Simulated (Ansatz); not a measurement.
## Molecular dynamics of AlH3O2 (part 5 of 5)

The same run, continued: AlH3O2; RKS B3LYP/def2-mTZVP (Ansatz 0.2.0). It belongs to a series of runs on one base structure; here: dynamics from the highest image of the converged band.

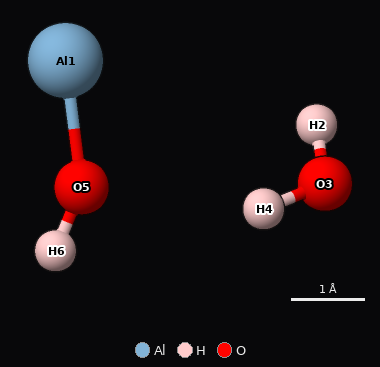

Figure 1. The geometry at step 178 of the log (ball-and-stick view, seen on its broad side; atoms are numbered from 1 in the order of the input).

## Trajectory as extended XYZ, continued
```
6
Properties=species:S:1:pos:R:3:forces:R:3 step=155 time_fs=77.5 energy=-10742.86058 temperature=1639.5
Al   -0.9805    0.1766    0.7374   -0.1190  -0.0962  -0.2120
H     2.0356    0.5309    0.3891    2.4249  -2.3892  -0.7942
O     2.5392   -0.3254   -0.0143   -4.2571   2.7970   0.3493
H     1.6937   -0.5703   -0.5248    1.8034  -0.4061   0.3676
O    -0.7454   -0.4380   -0.8518    0.0785  -0.0013   0.0444
H    -1.1440   -0.7563   -1.6730    0.0692   0.0960   0.2448
6
Properties=species:S:1:pos:R:3:forces:R:3 step=157 time_fs=78.5 energy=-10742.96949 temperature=1846.6
Al   -0.9956    0.1789    0.7407   -0.0995  -0.1336  -0.3129
H     2.0713    0.4864    0.3813    1.8148  -1.3505  -0.3853
O     2.5506   -0.3252   -0.0226   -4.2035   1.4456  -0.4042
H     1.6865   -0.6003   -0.5277    2.3536  -0.0891   0.7143
O    -0.7353   -0.4378   -0.8488    0.3781   0.2823   0.8025
H    -1.1077   -0.7504   -1.6677   -0.2435  -0.1546  -0.4144
6
Properties=species:S:1:pos:R:3:forces:R:3 step=159 time_fs=79.5 energy=-10743.05921 temperature=2014.6
Al   -1.0108    0.1812    0.7440   -0.0743  -0.1703  -0.4144
H     2.1239    0.4297    0.3701    0.4876   0.8410   0.6778
O     2.5595   -0.3242   -0.0310   -2.8356  -0.9310  -1.4850
H     1.7015   -0.6313   -0.5240    2.3089   0.1003   0.7370
O    -0.7250   -0.4374   -0.8454    0.5399   0.4742   1.3381
H    -1.0737   -0.7459   -1.6662   -0.4266  -0.3143  -0.8535
6
Properties=species:S:1:pos:R:3:forces:R:3 step=160 time_fs=80.0 energy=-10743.05031 temperature=1998.4
Al   -1.0184    0.1823    0.7455   -0.0596  -0.1877  -0.4635
H     2.1529    0.4028    0.3662   -0.3954   2.3102   1.4688
O     2.5632   -0.3238   -0.0356   -1.7043  -2.4375  -2.1761
H     1.7174   -0.6465   -0.5195    2.0598   0.1398   0.6407
O    -0.7198   -0.4371   -0.8434    0.5302   0.4949   1.4090
H    -1.0581   -0.7448   -1.6683   -0.4306  -0.3197  -0.8790
6
Properties=species:S:1:pos:R:3:forces:R:3 step=162 time_fs=81.0 energy=-10742.99573 temperature=1903.2
Al   -1.0336    0.1845    0.7485   -0.0270  -0.2208  -0.5575
H     2.2060    0.3690    0.3709   -1.7122   4.4695   2.7712
O     2.5701   -0.3243   -0.0457    0.6355  -4.5075  -3.0510
H     1.7629   -0.6760   -0.5062    1.0388   0.0552   0.2233
O    -0.7090   -0.4363   -0.8388    0.3440   0.3792   1.1233
H    -1.0300   -0.7446   -1.6786   -0.2791  -0.1757  -0.5093
6
Properties=species:S:1:pos:R:3:forces:R:3 step=164 time_fs=82.0 energy=-10743.10163 temperature=2098.0
Al   -1.0488    0.1866    0.7513    0.0096  -0.2527  -0.6462
H     2.2440    0.3756    0.4007   -1.3303   3.1921   2.0524
O     2.5774   -0.3274   -0.0576    1.9624  -2.8358  -1.6292
H     1.8180   -0.7051   -0.4910   -0.6634  -0.3331  -0.4667
O    -0.6980   -0.4352   -0.8336    0.0607   0.1542   0.5210
H    -1.0044   -0.7460   -1.6935   -0.0390   0.0753   0.1688
6
Properties=species:S:1:pos:R:3:forces:R:3 step=166 time_fs=83.0 energy=-10743.14029 temperature=2170.0
Al   -1.0641    0.1886    0.7539    0.0492  -0.2827  -0.7285
H     2.2695    0.4117    0.4493   -0.3060   0.0504  -0.0598
O     2.5858   -0.3321   -0.0704    2.6373   0.8225   1.0980
H     1.8666   -0.7375   -0.4802   -2.3553  -0.8427  -1.0680
O    -0.6870   -0.4341   -0.8280   -0.1672  -0.0364  -0.0047
H    -0.9793   -0.7467   -1.7069    0.1419   0.2889   0.7630
6
Properties=species:S:1:pos:R:3:forces:R:3 step=168 time_fs=84.0 energy=-10743.00348 temperature=1913.9
Al   -1.0793    0.1905    0.7562    0.0895  -0.3094  -0.8020
H     2.2918    0.4489    0.4977    0.1887  -2.1396  -1.6776
O     2.5957   -0.3364   -0.0826    2.4820   2.9369   2.5654
H     1.8937   -0.7776   -0.4791   -2.6896  -0.7591  -0.9051
O    -0.6761   -0.4330   -0.8224   -0.2658  -0.1073  -0.2013
H    -0.9529   -0.7448   -1.7132    0.1952   0.3786   1.0206
6
Properties=species:S:1:pos:R:3:forces:R:3 step=169 time_fs=84.5 energy=-10742.93920 temperature=1790.7
Al   -1.0869    0.1915    0.7572    0.1092  -0.3214  -0.8353
H     2.3034    0.4609    0.5167    0.2487  -2.7217  -2.1398
O     2.6013   -0.3379   -0.0882    1.9529   3.1251   2.6263
H     1.8974   -0.8006   -0.4821   -2.2189  -0.3611  -0.4986
O    -0.6707   -0.4325   -0.8196   -0.2638  -0.0888  -0.1442
H    -0.9390   -0.7425   -1.7128    0.1718   0.3678   0.9915
6
Properties=species:S:1:pos:R:3:forces:R:3 step=171 time_fs=85.5 energy=-10742.87348 temperature=1663.6
Al   -1.1020    0.1932    0.7591    0.1466  -0.3428  -0.8950
H     2.3283    0.4647    0.5387    0.1735  -3.1314  -2.5035
O     2.6132   -0.3396   -0.0981    0.5387   2.4040   1.9974
H     1.8907   -0.8478   -0.4904   -0.7276   0.7779   0.5022
O    -0.6600   -0.4314   -0.8141   -0.1742   0.0509   0.2761
H    -0.9101   -0.7353   -1.7052    0.0430   0.2414   0.6229
6
Properties=species:S:1:pos:R:3:forces:R:3 step=173 time_fs=86.5 energy=-10742.88942 temperature=1694.2
Al   -1.1171    0.1948    0.7606    0.1798  -0.3607  -0.9447
H     2.3548    0.4389    0.5371   -0.0656  -2.7363  -2.2224
O     2.6254   -0.3399   -0.1069   -0.5105   1.0630   1.0044
H     1.8769   -0.8877   -0.4941    0.5611   1.7301   1.2177
O    -0.6495   -0.4303   -0.8085   -0.0182   0.2857   0.9930
H    -0.8808   -0.7260   -1.6917   -0.1466   0.0182  -0.0480
6
Properties=species:S:1:pos:R:3:forces:R:3 step=175 time_fs=87.5 energy=-10742.96676 temperature=1840.0
Al   -1.1321    0.1963    0.7618    0.2066  -0.3736  -0.9808
H     2.3806    0.3876    0.5148   -0.5159  -1.4066  -1.1189
O     2.6374   -0.3395   -0.1151   -0.7747  -0.7048  -0.3564
H     1.8682   -0.9113   -0.4864    1.2746   2.1709   1.4730
O    -0.6389   -0.4291   -0.8022    0.1166   0.5090   1.6960
H    -0.8529   -0.7164   -1.6788   -0.3071  -0.1949  -0.7129
6
Properties=species:S:1:pos:R:3:forces:R:3 step=177 time_fs=88.5 energy=-10742.99793 temperature=1897.3
Al   -1.1471    0.1977    0.7627    0.2252  -0.3798  -0.9998
H     2.4012    0.3234    0.4824   -1.2730   1.0283   1.0732
O     2.6489   -0.3396   -0.1235   -0.1463  -3.0236  -2.3923
H     1.8712   -0.9146   -0.4649    1.4011   2.0527   1.3094
O    -0.6283   -0.4275   -0.7950    0.1399   0.5866   1.9643
H    -0.8279   -0.7086   -1.6724   -0.3469  -0.2642  -0.9548
6
Properties=species:S:1:pos:R:3:forces:R:3 step=178 time_fs=89.0 energy=-10742.97244 temperature=1851.6
Al   -1.1545    0.1983    0.7630    0.2316  -0.3805  -1.0031
H     2.4075    0.2934    0.4686   -1.6890   2.3746   2.3669
O     2.6546   -0.3402   -0.1282    0.4529  -4.0837  -3.4610
H     1.8778   -0.9086   -0.4492    1.2167   1.7639   1.0789
O    -0.6229   -0.4266   -0.7909    0.1001   0.5501   1.8608
H    -0.8166   -0.7057   -1.6726   -0.3124  -0.2244  -0.8426
6
Properties=species:S:1:pos:R:3:forces:R:3 step=180 time_fs=90.0 energy=-10742.97549 temperature=1862.6
Al   -1.1694    0.1994    0.7633    0.2406  -0.3785  -1.0000
H     2.4072    0.2529    0.4603   -1.9225   3.5614   3.6465
O     2.6663   -0.3434   -0.1392    1.6740  -4.1969  -4.0263
H     1.8988   -0.8852   -0.4110    0.2283   0.6831   0.3527
O    -0.6122   -0.4246   -0.7820   -0.0465   0.3679   1.2842
H    -0.7962   -0.7012   -1.6784   -0.1739  -0.0369  -0.2571
6
Properties=species:S:1:pos:R:3:forces:R:3 step=182 time_fs=91.0 energy=-10743.10576 temperature=2102.8
Al   -1.1841    0.2005    0.7633    0.2470  -0.3733  -0.9873
H     2.3894    0.2444    0.4850   -0.8391   1.9089   1.9834
O     2.6790   -0.3490   -0.1525    2.2828  -1.0276  -1.5212
H     1.9215   -0.8556   -0.3695   -1.4627  -0.8410  -0.5007
O    -0.6015   -0.4223   -0.7722   -0.2028   0.1529   0.5650
H    -0.7774   -0.6970   -1.6866   -0.0252   0.1802   0.4609
6
Properties=species:S:1:pos:R:3:forces:R:3 step=184 time_fs=92.0 energy=-10743.09124 temperature=2079.4
Al   -1.1988    0.2013    0.7629    0.2523  -0.3645  -0.9658
H     2.3637    0.2541    0.5283    0.5906  -0.1999  -0.4426
O     2.6930   -0.3552   -0.1667    2.0450   2.0926   1.3747
H     1.9304   -0.8337   -0.3325   -2.6543  -1.8569  -0.9800
O    -0.5909   -0.4200   -0.7622   -0.2985   0.0112   0.0688
H    -0.7589   -0.6912   -1.6905    0.0649   0.3175   0.9448
6
Properties=species:S:1:pos:R:3:forces:R:3 step=186 time_fs=93.0 energy=-10742.99309 temperature=1893.3
Al   -1.2134    0.2021    0.7621    0.2568  -0.3517  -0.9353
H     2.3434    0.2625    0.5680    1.5188  -1.3130  -1.9176
O     2.7082   -0.3603   -0.1801    0.3748   2.8817   2.7885
H     1.9152   -0.8287   -0.3046   -1.9146  -1.5334  -0.9267
O    -0.5805   -0.4176   -0.7521   -0.3116  -0.0144  -0.0275
H    -0.7398   -0.6824   -1.6856    0.0758   0.3309   1.0185
6
Properties=species:S:1:pos:R:3:forces:R:3 step=187 time_fs=93.5 energy=-10742.95307 temperature=1815.6
Al   -1.2206    0.2024    0.7616    0.2586  -0.3441  -0.9171
H     2.3382    0.2625    0.5816    1.7817  -1.5444  -2.2924
O     2.7160   -0.3622   -0.1862   -0.8266   2.6078   3.0611
H     1.9000   -0.8321   -0.2941   -0.9783  -1.0273  -0.8281
O    -0.5753   -0.4164   -0.7470   -0.2894   0.0174   0.0876
H    -0.7300   -0.6768   -1.6795    0.0540   0.2907   0.8890
6
Properties=species:S:1:pos:R:3:forces:R:3 step=189 time_fs=94.5 energy=-10742.88901 temperature=1693.0
Al   -1.2350    0.2030    0.7604    0.2607  -0.3272  -0.8755
H     2.3410    0.2513    0.5920    2.0117  -1.5877  -2.5248
O     2.7309   -0.3648   -0.1971   -2.9783   1.6364   3.1626
H     1.8650   -0.8449   -0.2787    0.9376  -0.0095  -0.7040
O    -0.5652   -0.4140   -0.7368   -0.2022   0.1526   0.6008
H    -0.7100   -0.6636   -1.6615   -0.0296   0.1353   0.3409
6
Properties=species:S:1:pos:R:3:forces:R:3 step=191 time_fs=95.5 energy=-10742.87676 temperature=1670.4
Al   -1.2494    0.2035    0.7589    0.2598  -0.3080  -0.8262
H     2.3629    0.2251    0.5787    1.9055  -1.1715  -2.1421
O     2.7441   -0.3665   -0.2061   -4.1018   0.6015   2.7716
H     1.8385   -0.8582   -0.2702    2.1606   0.6124  -0.7009
O    -0.5552   -0.4115   -0.7263   -0.0925   0.3269   1.3017
H    -0.6904   -0.6493   -1.6403   -0.1315  -0.0614  -0.4041
6
Properties=species:S:1:pos:R:3:forces:R:3 step=193 time_fs=96.5 energy=-10742.93863 temperature=1786.8
Al   -1.2636    0.2038    0.7570    0.2539  -0.2856  -0.7671
H     2.4028    0.1880    0.5453    1.4009  -0.1784  -0.9328
O     2.7549   -0.3678   -0.2134   -4.0489  -0.6013   1.6083
H     1.8322   -0.8658   -0.2684    2.6058   0.8243  -0.7487
O    -0.5452   -0.4088   -0.7150   -0.0164   0.4346   1.7914
H    -0.6720   -0.6354   -1.6228   -0.1953  -0.1935  -0.9510
6
Properties=species:S:1:pos:R:3:forces:R:3 step=195 time_fs=97.5 energy=-10742.98665 temperature=1876.6
Al   -1.2778    0.2040    0.7549    0.2415  -0.2592  -0.6970
H     2.4558    0.1497    0.5036    0.4611   1.5185   1.3523
O     2.7633   -0.3695   -0.2198   -2.8831  -2.1849  -0.6368
H     1.8505   -0.8656   -0.2738    2.3751   0.7114  -0.7856
O    -0.5353   -0.4059   -0.7026   -0.0143   0.3919   1.6955
H    -0.6554   -0.6233   -1.6142   -0.1804  -0.1777  -0.9284
6
Properties=species:S:1:pos:R:3:forces:R:3 step=196 time_fs=98.0 energy=-10742.97967 temperature=1865.8
Al   -1.2848    0.2041    0.7538    0.2329  -0.2447  -0.6587
H     2.4845    0.1348    0.4861   -0.0395   2.4536   2.6758
O     2.7668   -0.3707   -0.2230   -2.0007  -2.9457  -1.9573
H     1.8683   -0.8629   -0.2793    1.9923   0.5368  -0.7848
O    -0.5303   -0.4044   -0.6960   -0.0390   0.3170   1.4152
H    -0.6478   -0.6180   -1.6132   -0.1461  -0.1170  -0.6902
6
Properties=species:S:1:pos:R:3:forces:R:3 step=198 time_fs=99.0 energy=-10743.00595 temperature=1921.1
Al   -1.2989    0.2042    0.7513    0.2127  -0.2145  -0.5788
H     2.5410    0.1244    0.4728   -0.4701   3.2731   3.9714
O     2.7730   -0.3747   -0.2306   -0.1608  -3.1378  -3.2983
H     1.9170   -0.8543   -0.2958    0.5847  -0.0916  -0.7282
O    -0.5204   -0.4011   -0.6822   -0.1100   0.1215   0.6085
H    -0.6335   -0.6079   -1.6156   -0.0564   0.0493   0.0254
6
Properties=species:S:1:pos:R:3:forces:R:3 step=200 time_fs=100.0 energy=-10743.13671 temperature=2162.9
Al   -1.3128    0.2042    0.7486    0.1908  -0.1846  -0.4989
H     2.5934    0.1438    0.4953   -0.0992   1.7761   2.1393
O     2.7791   -0.3804   -0.2400    1.6257  -0.6822  -1.5691
H     1.9708   -0.8467   -0.3193   -1.5677  -1.0506  -0.6112
O    -0.5105   -0.3978   -0.6681   -0.1681  -0.0479  -0.1540
H    -0.6197   -0.5973   -1.6177    0.0185   0.1890   0.6938
```

This output came from the following input.

## The input
```yaml
crystal:
  periodic: [false, false, false]
  atoms:
    - { symbol: Al, position_ang: [-0.19329, 0.028784, 0.515662] }
    - { symbol: H, position_ang: [1.211274, -0.078227, 1.529738] }
    - { symbol: O, position_ang: [1.626379, -0.04655, 0.237889] }
    - { symbol: H, position_ang: [2.150004, -0.795337, -0.111795] }
    - { symbol: O, position_ang: [-1.08051, -0.43273, -0.87403] }
    - { symbol: H, position_ang: [-2.040057, -0.474538, -0.941463] }
basis:
  gaussian: { orbitals: def2-mTZVP }
hamiltonian:
  xc: b3lyp
md:
  timestep: 0.5
  n_steps: 200
  ensemble: nve
  temperature: 100.0
  initial_velocities: maxwell_boltzmann
  seed: 5548
```

Launch command:
```bash
ansatz run input.yaml --threads 1 --pin off --max-ram 2048MiB --backend cpu --events-out ev --progress --plain --runs-dir out
```

## Results in brief

- outcome: finished
- mean temperature over the second half: 1925 K
- trajectory: 200 steps, 100 fs
- ensemble: nve
- temperature in the input: 100.0 K
- time step: 0.5 fs
- potential energy (last step): −10743.1369 eV
- mean-field energy (last step): −10743.1369 eV
- largest force (length of the vector) (last step): 2.782 eV/Å
- hardware: 1 thread of Arm Neoverse V2, 24 GiB of memory available, shared host
- wall time: 5 min
- peak memory: 0.13 GiB

## Remarks

So short a trajectory is not equilibrated.
